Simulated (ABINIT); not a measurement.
# Beyond one shot: NaF (Villiaumite)

How far does self-consistency move the gap of NaF (Villiaumite)?

Calculated with ABINIT 10.8.3; PBEsol and many-body steps on it, plane waves.

## 1. The starting structure

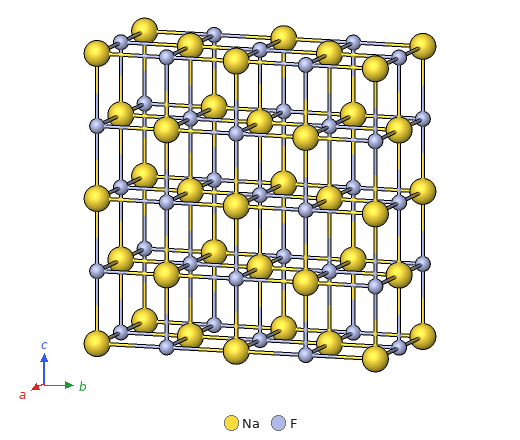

The starting structure, seen slightly off an axis (sodium yellow, fluorine light blue). 1×2×2 cells are drawn. This picture shows the conventional cell, with its axes. Some periodic images of atoms are drawn too.

The cell and positions come from the Crystallography Open Database and are kept as given unless a step says otherwise.

## 2. Empty states on the mesh, 4×4×4 mesh, 42 bands

This step: ABINIT 10.8.3; DFT, PBEsol, plane waves, norm-conserving pseudopotentials.

The sums over transitions need many empty states on a uniform mesh; this step solves for them.

File run.abi:

```
acell 3*1.0 Angstrom
rprim 
  -0.000000000000 2.320000000000 2.320000000000
  2.320000000000 -0.000000000000 2.320000000000
  2.320000000000 2.320000000000 -0.000000000000
ntypat 2
znucl 11 9
natom 2
typat 1 2
xred 
  0.000000000000 0.000000000000 0.000000000000
  0.500000000000 0.500000000000 0.500000000000
pp_dirpath "pseudos"
pseudos "Na.upf, F.upf"
ecut 38
ngkpt 4 4 4
nshiftk 1
shiftk 0 0 0
kptopt 1
chksymbreak 0
iscf -2
irdden 1
istwfk *1
nband 42
nbdbuf 4
tolwfr 1e-09
nstep 60
prtvol 0
indata_prefix "in"
outdata_prefix "out"
tmpdata_prefix "tmp"
```

The run is started by

```bash
OMP_NUM_THREADS=1 mpirun -n 4 abinit run.abi > log
```

Numbers of over 12 decimals in the logs are rounded to 6 here.

Output:

```text
.Version 10.8.3 of ABINIT. v10.8.2 released Aug 2026.

 Symmetries : space group Fm -3 m (#225); Bravais cF (face-center cubic)
[... echo of the input left out ...]
== DATASET  1 ==================================================================
-   mpi_nproc: 4, omp_nthreads: 1 (-1 if OMP is not activated)

--- !DatasetInfo
iteration_state: {dtset: 1, }
dimensions: {natom: 2, nkpt: 8, mband: 42, nsppol: 1, nspinor: 1, nspden: 1, mpw: 1917, }
cutoff_energies: {ecut:  38.0, pawecutdg:  -1.0, }
[...]
1.71396    1.75774    1.86203    1.86203    1.88699    1.88699    1.88699    2.19636
   2.19636    2.32142    2.32142    2.32142    2.41339    2.41339    2.41339    2.59027
   2.59035    2.59102
 prteigrs : prtvol=0 or 1, do not print more k-points.

== END DATASET(S) ==============================================================
================================================================================

 -outvars: echo values of variables after computation  --------
            nband          42
             nkpt           8
          spgroup         225
 [... the other variables as echoed above ...]

 Calculation completed.
```

The job ended after 3.8 s (4 MPI ranks of Arm Neoverse V2, shared host; peak memory 0.25 GiB).

This step gave:

```yaml
gap: 6.181 eV
k_of_the_valence_top: 0, 0, 0
k_of_the_conduction_bottom: 0, 0, 0
least_direct_gap: 6.181 eV
k_points_computed: 8
lowest_point_of_the_top_converged_band_above_the_valence_top: 62.2422 eV
```

On this mesh the gap is 6.181 eV.

The density comes from a self-consistent run that is not shown.

## 3. Screening, 4×4×4 mesh, 38 bands, screening to 130.6 eV

The RPA dielectric matrix is built and inverted for each q.

This step: RPA screening on PBEsol, plane waves, norm-conserving pseudopotentials.

run.abi: that of step 2 with these lines changed.

```diff
@@ -20,10 +20,11 @@
 chksymbreak 0
-iscf -2
-irdden 1
 istwfk *1
-nband 42
-nbdbuf 4
-tolwfr 1e-09
-nstep 60
-prtvol 0
+occopt 1
+irdwfk 1
+optdriver 3
+nband 38
+ecuteps 4.8
+inclvkb 2
+awtr 1
+symchi 1
 indata_prefix "in"
```

Output:

```text
.Version 10.8.3 of ABINIT. v10.8.2 released Aug 2026.

 Symmetries : space group Fm -3 m (#225); Bravais cF (face-center cubic)
[... echo of the input left out ...]
== DATASET  1 ==================================================================
-   mpi_nproc: 4, omp_nthreads: 1 (-1 if OMP is not activated)

--- !DatasetInfo
iteration_state: {dtset: 1, }
dimensions: {natom: 2, nkpt: 8, mband: 38, nsppol: 1, nspinor: 1, nspden: 1, mpw: 1917, }
cutoff_energies: {ecut:  38.0, pawecutdg:  -1.0, }
electrons: {nelect:   1.60000000E+01, charge:   0.00000000E+00, occopt:   1.00000000E+00, tsmear:   1.00000000E-02, }

 SCREENING: Calculation of the susceptibility and dielectric matrices

 Based on a program developped by R.W. Godby, V. Olevano, G. Onida, and L. Reining.
 Incorporated in ABINIT by V. Olevano, G.-M. Rignanese, and M. Torrent.
.Using double precision arithmetic ; gwpc =  8

[... cell and pseudopotentials left out ...]
--------------------------------------------------------------------------------

 ==== K-mesh for the wavefunctions ====
 Number of points in the irreducible wedge :     8
[... list of points left out ...]
 Together with 48 symmetry operations and time-reversal symmetry
 yields    64 points in the full Brillouin Zone.

 ==== Q-mesh for the screening function ====
 Number of points in the irreducible wedge :     8
[... list of points left out ...]
 Together with 48 symmetry operations and time-reversal symmetry
 yields    64 points in the full Brillouin Zone.

 setmesh: FFT mesh size selected  =    24x   24x   24
          total number of points  =        13824

 vcoul_init : cutoff-mode = AUXILIARY_FUNCTION
 q-points for optical limit:   1
     1)      0.000010    0.000020    0.000030

- screening: taking advantage of time-reversal symmetry
- Maximum band index for partially occupied states nbvw = 8
- Remaining bands to be divided among processors   nbcw = 30
- Number of bands treated by each node ~7

 Number of electrons calculated from density =   16.0000; Expected =   16.0000
 average of density, n =  0.094936
 r_s =    1.3599
 omega_plasma =   29.7215 [eV]

 calculating chi0 at frequencies [eV] :
  1    0.000000E+00    0.000000E+00
  2    0.000000E+00    2.972147E+01

--------------------------------------------------------------------------------
  q-point number  1        q = ( 0.000000, 0.000000, 0.000000) [r.l.u.]
--------------------------------------------------------------------------------
[... chi0 elements left out ...]
 For q-point:  0.000010 0.000020 0.000030
  dielectric constant =   1.8148
  dielectric constant without local fields =   1.8976

  Average fulfillment of the sum rule on Im[epsilon] for q-point    1 :     35.11  [%]
[... wings left out ...]
  q-point number  2        q = ( 0.250000, 0.000000, 0.000000) [r.l.u.]
--------------------------------------------------------------------------------
[... chi0 elements left out ...]
  Average fulfillment of the sum rule on Im[epsilon] for q-point    2 :     51.16  [%]

 [... 6 further q-points ...]
```

The job ended after 4.3 s (4 MPI ranks; peak memory 0.4 GiB).

This step gave:

* ε∞ with local fields, on this mesh, along the program's q direction: 1.815
* the same without local fields: 1.898
* plasma frequency: 29.72 eV
* plane waves in the screening matrix: 65

Local fields lower ε∞ by 4 %. On a Γ-centred mesh this coarse the value itself is usually too large, while a short band sum pulls it down.

## 4. G0W0

The self-energy is evaluated for the states that the input lists, and the levels follow from it, in one-shot runs by the linearised quasiparticle equation.

This step: G0W0 on PBEsol, plane waves, norm-conserving pseudopotentials.

run.abi: that of step 3 with these lines changed.

```diff
@@ -23,8 +23,15 @@
 irdwfk 1
-optdriver 3
+optdriver 4
 nband 38
+gwcalctyp 0
+ecutsigx 38
+symsigma 1
+nkptgw 1
+kptgw 
+  0.0000000000 0.0000000000 0.0000000000
+bdgw 
+  6 12
 ecuteps 4.8
-inclvkb 2
-awtr 1
-symchi 1
+irdscr 1
+ppmodel 1
 indata_prefix "in"
```

Output:

```text
.Version 10.8.3 of ABINIT. v10.8.2 released Aug 2026.

 Symmetries : space group Fm -3 m (#225); Bravais cF (face-center cubic)
[... echo of the input left out ...]
== DATASET  1 ==================================================================
-   mpi_nproc: 4, omp_nthreads: 1 (-1 if OMP is not activated)

--- !DatasetInfo
iteration_state: {dtset: 1, }
dimensions: {natom: 2, nkpt: 8, mband: 38, nsppol: 1, nspinor: 1, nspden: 1, mpw: 1917, }
cutoff_energies: {ecut:  38.0, pawecutdg:  -1.0, }
electrons: {nelect:   1.60000000E+01, charge:   0.00000000E+00, occopt:   1.00000000E+00, tsmear:   1.00000000E-02, }

 SIGMA: Calculation of the GW corrections

 Based on a program developped by R.W. Godby, V. Olevano, G. Onida, and L. Reining.
 Incorporated in ABINIT by V. Olevano, G.-M. Rignanese, and M. Torrent.
.Using double precision arithmetic ; gwpc =  8

[... cell and pseudopotentials left out ...]
--------------------------------------------------------------------------------

 ==== K-mesh for the wavefunctions ====
 Number of points in the irreducible wedge :     8
[... list of points left out ...]
 Together with 48 symmetry operations and time-reversal symmetry
 yields    64 points in the full Brillouin Zone.

 ==== Q-mesh for screening function ====
 Number of points in the irreducible wedge :     8
[... list of points left out ...]
 Together with 48 symmetry operations and time-reversal symmetry
 yields    64 points in the full Brillouin Zone.

 vcoul_init : cutoff-mode = AUXILIARY_FUNCTION
 q-points for optical limit:   1
     1)      0.000010    0.000020    0.000030
 setmesh: FFT mesh size selected  =    36x   36x   36
          total number of points  =        46656

 Number of electrons calculated from density =   16.0000; Expected =   16.0000
 average of density, n =  0.094936
 r_s =    1.3599
 omega_plasma =   29.7215 [eV]

 === KS Band Gaps ===
  >>>> For spin  1
   Minimum direct gap =   6.1803 [eV], located at k-point      :   0.0000  0.0000  0.0000
   Fundamental gap    =   6.1803 [eV], Top of valence bands at :   0.0000  0.0000  0.0000
                                       Bottom of conduction at :   0.0000  0.0000  0.0000
 SIGMA fundamental parameters:
 PLASMON POLE MODEL  1
 number of plane-waves for SigmaX                 1917
 number of plane-waves for SigmaC and W             65
 number of plane-waves for wavefunctions          1917
 number of bands                                    38
 number of independent spin polarizations            1
 number of spinorial components                      1
 number of k-points in IBZ                           8
 number of q-points in IBZ                           8
 number of symmetry operations                      48
 number of k-points in BZ                           64
 number of q-points in BZ                           64
 number of frequencies for dSigma/dE                 9
 frequency step for dSigma/dE [eV]                0.25
 number of omega for Sigma on real axis              0
 max omega for Sigma on real axis  [eV]           0.00
 zcut for avoiding poles [eV]                     0.10

 EPSILON^-1 parameters (SCR file):
 dimension of the eps^-1 matrix on file             65
 dimension of the eps^-1 matrix used                65
 number of plane-waves for wavefunctions          1917
 number of bands                                    38
 number of q-points in IBZ                           8
 number of frequencies                               2
 number of real frequencies                          1
 number of imag frequencies                          1

 matrix elements of self-energy operator (all in [eV])

 Perturbative Calculation

--- !SelfEnergy_ee
iteration_state: {dtset: 1, }
kpoint     : [   0.000,    0.000,    0.000, ]
spin       : 1
KS_gap     :    6.180
QP_gap     :   10.466
Delta_QP_KS:    4.286
data: !SigmaeeData |
     Band     E0 <VxcDFT>   SigX SigC(E0)      Z dSigC/dE  Sig(E)    E-E0       E
        6  -1.485 -22.214 -30.057   4.655   0.824  -0.213 -24.842  -2.629  -4.113
        7  -1.485 -22.214 -30.057   4.655   0.824  -0.213 -24.842  -2.629  -4.113
        8  -1.485 -22.214 -30.057   4.655   0.824  -0.213 -24.842  -2.629  -4.113
        9   4.696  -9.609  -5.258  -2.520   0.905  -0.105  -7.951   1.657   6.353
       10  17.416  -7.362  -2.141  -2.940   0.904  -0.106  -5.299   2.063  19.479
       11  17.416  -7.362  -2.141  -2.940   0.904  -0.106  -5.299   2.063  19.479
       12  17.416  -7.362  -2.141  -2.940   0.904  -0.106  -5.299   2.063  19.479

== END DATASET(S) ==============================================================
================================================================================

 -outvars: echo values of variables after computation  --------
           etotal      0.0000000000E+00
            nband          38
             nkpt           8
          spgroup         225
 [... the other variables as echoed above ...]

 Calculation completed.
```

Elapsed: 2.1 s, on 4 MPI ranks; peak memory 0.12 GiB.

This step gave:

| Quantity | Value |
| --- | --- |
| G0W0 gap on the points computed | 10.47 eV |
| starting gap on the mesh | 6.181 eV |
| k of the valence top | 0, 0, 0 |
| k of the conduction bottom | 0, 0, 0 |
| Z at the valence top | 0.824 |
| Z at the conduction bottom | 0.905 |
| least direct G0W0 gap on the computed points | 10.47 eV |

The gap on the mesh goes from 6.18 eV to 10.47 eV, a correction of +4.29 eV.

## 5. evGW0, cycle 1

This step: evGW0 on PBEsol, plane waves, norm-conserving pseudopotentials.

run.abi: that of step 4 with these lines changed.

```diff
@@ -25,10 +25,24 @@
 nband 38
-gwcalctyp 0
+gwcalctyp 10
 ecutsigx 38
 symsigma 1
-nkptgw 1
+nkptgw 8
 kptgw 
   0.0000000000 0.0000000000 0.0000000000
+  0.2500000000 0.0000000000 0.0000000000
+  0.5000000000 0.0000000000 0.0000000000
+  0.2500000000 0.2500000000 0.0000000000
+  0.5000000000 0.2500000000 0.0000000000
+  -0.2500000000 0.2500000000 0.0000000000
+  0.5000000000 0.5000000000 0.0000000000
+  -0.2500000000 0.5000000000 0.2500000000
 bdgw 
-  6 12
+  1 15
+  1 15
+  1 15
+  1 15
+  1 15
+  1 15
+  1 15
+  1 15
 ecuteps 4.8
```

Output:

```text
.Version 10.8.3 of ABINIT. v10.8.2 released Aug 2026.

 Symmetries : space group Fm -3 m (#225); Bravais cF (face-center cubic)
[... echo of the input left out ...]
== DATASET  1 ==================================================================
-   mpi_nproc: 4, omp_nthreads: 1 (-1 if OMP is not activated)

--- !DatasetInfo
iteration_state: {dtset: 1, }
dimensions: {natom: 2, nkpt: 8, mband: 38, nsppol: 1, nspinor: 1, nspden: 1, mpw: 1917, }
cutoff_energies: {ecut:  38.0, pawecutdg:  -1.0, }
electrons: {nelect:   1.60000000E+01, charge:   0.00000000E+00, occopt:   1.00000000E+00, tsmear:   1.00000000E-02, }

 SIGMA: Calculation of the GW corrections

 Based on a program developped by R.W. Godby, V. Olevano, G. Onida, and L. Reining.
 Incorporated in ABINIT by V. Olevano, G.-M. Rignanese, and M. Torrent.
.Using double precision arithmetic ; gwpc =  8

[... cell and pseudopotentials left out ...]
--------------------------------------------------------------------------------

 ==== K-mesh for the wavefunctions ====
 Number of points in the irreducible wedge :     8
[... list of points left out ...]
 Together with 48 symmetry operations and time-reversal symmetry
 yields    64 points in the full Brillouin Zone.

 ==== Q-mesh for screening function ====
 Number of points in the irreducible wedge :     8
[... list of points left out ...]
 Together with 48 symmetry operations and time-reversal symmetry
 yields    64 points in the full Brillouin Zone.

 vcoul_init : cutoff-mode = AUXILIARY_FUNCTION
 q-points for optical limit:   1
     1)      0.000010    0.000020    0.000030
 setmesh: FFT mesh size selected  =    36x   36x   36
          total number of points  =        46656

 Number of electrons calculated from density =   16.0000; Expected =   16.0000
[...]
QP_gap     :   18.613
Delta_QP_KS:    5.243
data: !SigmaeeData |
     Band     E_DFT   <VxcDFT>   E(N-1)  <Hhartree>   SigX  SigC[E(N-1)]    Z     dSigC/dE  Sig[E(N)]  DeltaE  E(N)_pert E(N)_diago
[...]
--- !SelfEnergy_ee
iteration_state: {dtset: 1, }
kpoint     : [  -0.250,    0.500,    0.250, ]
spin       : 1
KS_gap     :   13.612
QP_gap     :   18.629
Delta_QP_KS:    5.017
data: !SigmaeeData |
     Band     E_DFT   <VxcDFT>   E(N-1)  <Hhartree>   SigX  SigC[E(N-1)]    Z     dSigC/dE  Sig[E(N)]  DeltaE  E(N)_pert E(N)_diago
[...]
14    21.874    -9.027    21.874    30.902    -3.039    -3.233     0.882    -0.133    -6.596     2.432    24.306    24.630
       15    25.307   -10.559    25.307    35.866    -3.952    -3.192     0.898    -0.114    -7.492     3.067    28.374    28.723

 New Fermi energy :        3.405636E-02 Ha ,    9.267207E-01 eV
 New Exchange energy :    -1.097757E+01 Ha ,   -2.987150E+02 eV

 === QP Band Gaps ===
  >>>> For spin  1
   Minimum direct gap =  11.2004 [eV], located at k-point      :   0.0000  0.0000  0.0000
   Fundamental gap    =  11.2004 [eV], Top of valence bands at :   0.0000  0.0000  0.0000
                                       Bottom of conduction at :   0.0000  0.0000  0.0000

 writing QP data on file : out_QPS

 Convergence of QP corrections
 >>>>> For spin  1 <<<<<
.  kptgw no:  1; Maximum DeltaE = (  -6.721  -0.010) for band index:  5
.  kptgw no:  2; Maximum DeltaE = (  -7.297  -0.061) for band index:  1
.  kptgw no:  3; Maximum DeltaE = ( -10.043  -1.532) for band index:  1
[...]
.  kptgw no:  7; Maximum DeltaE = ( -15.448  -2.042) for band index:  1
.  kptgw no:  8; Maximum DeltaE = ( -15.032  -1.775) for band index:  1

== END DATASET(S) ==============================================================
================================================================================

 -outvars: echo values of variables after computation  --------
           etotal      0.0000000000E+00
            nband          38
             nkpt           8
          spgroup         225
 [... the other variables as echoed above ...]

 Calculation completed.
```

It took 13 s on 4 MPI ranks; peak memory 0.78 GiB; 50 s of CPU time.

This step gave:

| Quantity | Value |
| --- | --- |
| quasiparticle gap on the mesh | 11.2 eV |
| gap of the density functional on the mesh | 6.181 eV |
| k of the valence top | 0, 0, 0 |
| k of the conduction bottom | 0, 0, 0 |
| Z at the valence top | 0.824 |
| Z at the conduction bottom | 0.905 |
| least direct quasiparticle gap on the computed points | 11.2 eV |

Against G0W0 in ABINIT (4×4×4 mesh, 38 bands, screening to 130.6 eV, Godby-Needs plasmon pole), the gap moves by +0.734 eV. This first cycle still uses the starting levels; it takes the full correction, at all points of the mesh, and its linearised value is 10.466 eV.

## 6. evGW0, cycle 2

The corrected levels of the last cycle go back in.

run.abi: that of step 5 with these lines changed.

```diff
@@ -50,2 +50,3 @@
 ppmodel 1
+irdqps 1
 indata_prefix "in"
```

Output:

```text
.Version 10.8.3 of ABINIT. v10.8.2 released Aug 2026.

 Symmetries : space group Fm -3 m (#225); Bravais cF (face-center cubic)
[... echo of the input left out ...]
== DATASET  1 ==================================================================
-   mpi_nproc: 4, omp_nthreads: 1 (-1 if OMP is not activated)

--- !DatasetInfo
iteration_state: {dtset: 1, }
dimensions: {natom: 2, nkpt: 8, mband: 38, nsppol: 1, nspinor: 1, nspden: 1, mpw: 1917, }
cutoff_energies: {ecut:  38.0, pawecutdg:  -1.0, }
[...]
.  kptgw no:  3; Maximum DeltaE = (  28.587   3.030) for band index:  1
[...]
.  kptgw no:  7; Maximum DeltaE = (   9.533   3.616) for band index:  1
.  kptgw no:  8; Maximum DeltaE = (   2.054   0.197) for band index:  1

== END DATASET(S) ==============================================================
================================================================================

 -outvars: echo values of variables after computation  --------
           etotal      0.0000000000E+00
            nband          38
             nkpt           8
          spgroup         225
 [... the other variables as echoed above ...]

 Calculation completed.
```

Wall time 13 s (4 MPI ranks); peak memory 0.78 GiB; 50 s of CPU time.

Numbers from this step:

```
quasiparticle gap on the mesh                         : 11.13 eV
gap of the density functional on the mesh             : 6.181 eV
k of the valence top                                  : 0, 0, 0
k of the conduction bottom                            : 0, 0, 0
least direct quasiparticle gap on the computed points : 11.13 eV
```

Against the cycle before, the gap moves by −0.073 eV.

## 7. evGW0, cycle 3

run.abi is that of step 6.

Output:

```text
.Version 10.8.3 of ABINIT. v10.8.2 released Aug 2026.

 Symmetries : space group Fm -3 m (#225); Bravais cF (face-center cubic)
[... echo of the input left out ...]
== DATASET  1 ==================================================================
-   mpi_nproc: 4, omp_nthreads: 1 (-1 if OMP is not activated)

--- !DatasetInfo
iteration_state: {dtset: 1, }
dimensions: {natom: 2, nkpt: 8, mband: 38, nsppol: 1, nspinor: 1, nspden: 1, mpw: 1917, }
cutoff_energies: {ecut:  38.0, pawecutdg:  -1.0, }
[...]
.  kptgw no:  3; Maximum DeltaE = (  -1.500  -1.585) for band index:  1
[...]
.  kptgw no:  7; Maximum DeltaE = (  -3.641  -2.378) for band index:  1
.  kptgw no:  8; Maximum DeltaE = (   1.930  -1.075) for band index:  1

== END DATASET(S) ==============================================================
================================================================================

 -outvars: echo values of variables after computation  --------
           etotal      0.0000000000E+00
            nband          38
             nkpt           8
          spgroup         225
 [... the other variables as echoed above ...]

 Calculation completed.
```

Elapsed: 13 s, on 4 MPI ranks; peak memory 0.78 GiB; 50 s of CPU time.

This step gave:

| Property | Result |
| --- | --- |
| quasiparticle gap on the mesh | 11.12 eV |
| gap of the density functional on the mesh | 6.181 eV |
| k of the valence top | 0, 0, 0 |
| k of the conduction bottom | 0, 0, 0 |
| least direct quasiparticle gap on the computed points | 11.12 eV |

Against the cycle before, the gap moves by −0.004 eV.

(Continued in part 2 of 3.)

[Paths, hosts, dates, memory and timing lines, banners, echoed tables and standing remarks are left out of the program output.]

[Logs are printed without paths, hosts, clocks, repeated set-up lines and the standing remarks that a program may print on its own settings, such as how far it seeks lower states.]

[Runs of the session that timed out or met a known fault of the program may be left out.]

[Hosts, paths, dates, database ids (printed as entryN), source tags and the programs' standing remarks are cut or masked in the printed files.]

[G0W0 gaps are taken among the corrected bands and points alone; a level outside them can change the order at an edge.]

[Where Ansatz stands beside ABINIT at settings called matched, ABINIT's density can come from a denser mesh and the files from another edition; pairs whose starting gaps differed by over 0.03 eV were left out, so agreement reads better than it is.]
